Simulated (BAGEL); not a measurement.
# HF/STO-3G (density fitting with qzvpp-jkfit) run of CH2F3Si− (SMILES FC(F)(F)[SiH2-])

Aim: the vertical singlet–triplet gap of CH2F3Si− at HF/STO-3G (density fitting with qzvpp-jkfit), from 2 runs. 

Program for the calculation: BAGEL 1.2.2.

5 further runs of the same task are left out: 4 that didn't finish, 1 set aside as unsound or not needed. Runs told in other sessions of the task aren't counted.

## (1) The molecule

CH2F3Si− has 7 atoms, charge -1, and is taken as a singlet. SMILES: `FC(F)(F)[SiH2-]`. Geometry: relaxed at GFN2-xTB.

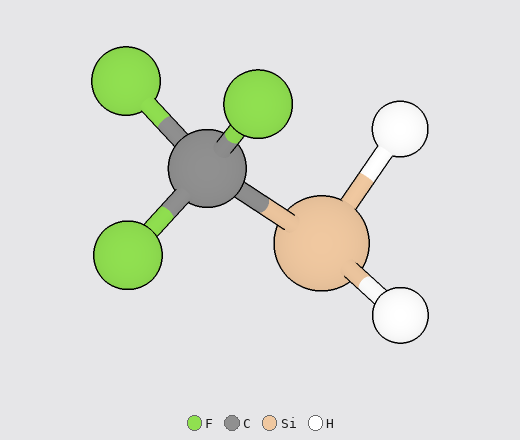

Viewed from a chosen angle; fluorine green, carbon grey, silicon light orange, hydrogen white.

## (2) A single-point energy at HF/STO-3G (density fitting with qzvpp-jkfit)

The input, input.json:

```json
{ "bagel" : [

{
  "title" : "molecule",
  "basis" : "sto-3g",
  "df_basis" : "qzvpp-jkfit",
  "angstrom" : "true",
  "geometry" : [
    { "atom" : "F", "xyz" : [      -0.076110,      -0.836590,       1.625890 ] },
    { "atom" : "C", "xyz" : [       0.211320,      -0.564140,       0.313850 ] },
    { "atom" : "F", "xyz" : [       0.187870,      -1.794510,      -0.287750 ] },
    { "atom" : "F", "xyz" : [       1.560150,      -0.256110,       0.346720 ] },
    { "atom" : "Si", "xyz" : [      -1.019360,       0.701880,      -0.487250 ] },
    { "atom" : "H", "xyz" : [      -0.560900,       1.891460,       0.260200 ] },
    { "atom" : "H", "xyz" : [      -0.302970,       0.858000,      -1.771660 ] }
  ]
},

{ "title" : "hf", "charge" : -1 },

{ "title" : "print", "file" : "orbitals.molden", "orbitals" : "true" }

]}
```

The run is started by

```console
$ BAGEL_NUM_THREADS=1 BAGEL input.json > input.out
```

Output:

```text
* using 1 threads per process

  ===============================================================
  ===============================================================

  *** Geometry ***

  { "atom" : "F", "xyz" : [     -0.143827,     -1.580926,      3.072487 ] },
  { "atom" : "C", "xyz" : [      0.399337,     -1.066070,      0.593091 ] },
  { "atom" : "F", "xyz" : [      0.355023,     -3.391132,     -0.543769 ] },
  { "atom" : "F", "xyz" : [      2.948256,     -0.483978,      0.655206 ] },
  { "atom" : "Si", "xyz" : [     -1.926311,      1.326361,     -0.920769 ] },
  { "atom" : "H", "xyz" : [     -1.059947,      3.574341,      0.491707 ] },
  { "atom" : "H", "xyz" : [     -0.572530,      1.621385,     -3.347952 ] },

  Number of auxiliary basis functions:      470

  Since a DF basis is specified, we compute 2- and 3-index integrals:
    o Being stored without compression. Storage requirement is 0.004 GB

  Number of basis functions:       31
  Number of electrons      :       49

    * METHOD: MOLECULE                             0.17

  *** RHF ***

  === Nuclear Repulsion ===
   237.5404902248

      * DIIS with orbital gradients will be used.

  === RHF iteration (sto-3g) ===
      0       -617.96370603          0.02357278           0.03
      1       -618.10721213          0.00703910           0.03
      2       -618.12005284          0.00120788           0.03
      3       -618.12113400          0.00012518           0.03
      4       -618.12114389          0.00002267           0.03
      5       -618.12114422          0.00000437           0.03
      6       -618.12114424          0.00000084           0.03
      7       -618.12114424          0.00000018           0.03
      8       -618.12114424          0.00000004           0.03
      9       -618.12114424          0.00000001           0.03
     10       -618.12114424          0.00000000           0.03
    * SCF iteration converged.

    * Permanent dipole moment:
           (   -0.863362,     1.025914,    -0.631980) a.u.

    * METHOD: HF                                   0.37

    * METHOD: PRINT                                0.00

  ===============================================================
```

It took 0.71 s on 1 thread of Arm Neoverse V2, shared host.

## (3) The triplet, same level

The input, hf.json:

```json
{ "bagel" : [

{
  "title" : "molecule",
  "basis" : "sto-3g",
  "df_basis" : "qzvpp-jkfit",
  "angstrom" : true,
  "geometry" : [
    { "atom" : "F", "xyz" : [   -0.076110,   -0.836590,    1.625890 ] },
    { "atom" : "C", "xyz" : [    0.211320,   -0.564140,    0.313850 ] },
    { "atom" : "F", "xyz" : [    0.187870,   -1.794510,   -0.287750 ] },
    { "atom" : "F", "xyz" : [    1.560150,   -0.256110,    0.346720 ] },
    { "atom" : "Si", "xyz" : [   -1.019360,    0.701880,   -0.487250 ] },
    { "atom" : "H", "xyz" : [   -0.560900,    1.891460,    0.260200 ] },
    { "atom" : "H", "xyz" : [   -0.302970,    0.858000,   -1.771660 ] }
  ]
},
{
  "title" : "uhf",
  "charge" : -1,
  "nopen" : 2
},
{
  "title" : "print",
  "file" : "orbitals.molden",
  "orbitals" : true
}

]}
```

The run is started by

```console
$ BAGEL_NUM_THREADS=1 BAGEL hf.json > hf.out
```

Output:

```text
* using 1 threads per process

  ===============================================================
  ===============================================================

  *** Geometry ***

  { "atom" : "F", "xyz" : [     -0.143827,     -1.580926,      3.072487 ] },
  { "atom" : "C", "xyz" : [      0.399337,     -1.066070,      0.593091 ] },
  { "atom" : "F", "xyz" : [      0.355023,     -3.391132,     -0.543769 ] },
  { "atom" : "F", "xyz" : [      2.948256,     -0.483978,      0.655206 ] },
  { "atom" : "Si", "xyz" : [     -1.926311,      1.326361,     -0.920769 ] },
  { "atom" : "H", "xyz" : [     -1.059947,      3.574341,      0.491707 ] },
  { "atom" : "H", "xyz" : [     -0.572530,      1.621385,     -3.347952 ] },

  Number of auxiliary basis functions:      470

  Since a DF basis is specified, we compute 2- and 3-index integrals:
    o Being stored without compression. Storage requirement is 0.004 GB

  Number of basis functions:       31
  Number of electrons      :       49

    * METHOD: MOLECULE                             0.17

  *** Open-shell HF ***

  === Nuclear Repulsion ===
   237.5404902248

      * DIIS with orbital gradients will be used.

  === UHF iteration (sto-3g) ===
      0       -617.70464168          0.03910078           0.05
      1       -617.83595320          0.01123331           0.05
      2       -617.85138192          0.00325215           0.05
      3       -617.85437372          0.00140687           0.05
      4       -617.85605128          0.00040321           0.05
      5       -617.85641163          0.00017192           0.05
      6       -617.85651266          0.00006077           0.05
      7       -617.85652894          0.00002673           0.05
      8       -617.85653282          0.00000720           0.05
      9       -617.85653310          0.00000349           0.05
     10       -617.85653316          0.00000176           0.05
     11       -617.85653317          0.00000084           0.05
     12       -617.85653318          0.00000023           0.05
     13       -617.85653318          0.00000010           0.05
     14       -617.85653318          0.00000006           0.05
     15       -617.85653318          0.00000004           0.05
     16       -617.85653318          0.00000003           0.05
     17       -617.85653318          0.00000001           0.05
     18       -617.85653318          0.00000001           0.05
    * SCF iteration converged.

    * S^2 (UHF) is 2.0126

    * Permanent dipole moment:
           (    0.193549,     0.922240,    -0.444421) a.u.

    * METHOD: UHF                                  1.09

    * METHOD: PRINT                                0.00

  ===============================================================
```

Wall time 1.4 s (1 thread of Arm Neoverse V2, shared host).

## (4) Outcome

At HF/STO-3G (density fitting with qzvpp-jkfit):

| quantity | value |
| --- | --- |
| singlet: total energy | -618.12114 Eh |
| singlet: HOMO energy | 2.32 eV |
| singlet: LUMO energy | 20.12 eV |
| singlet: HOMO–LUMO gap (to an unbound level, set by the basis) | 17.80 eV |
| triplet: total energy | -617.85653 Eh |
| triplet: ⟨S²⟩ | 2.013 |
| vertical energy of the triplet above the singlet | 7.200 eV |

In words: At this shape the triplet lies 7.20 eV (695 kJ/mol) above the singlet. For an anion a state so high probably lies above electron detachment. In a minimal basis such a difference can be off by several eV, whatever the method. The HOMO (singlet) lies at positive energy, 2.32 eV: the electron is unbound at this level or held by a compact basis; values depend on the basis.
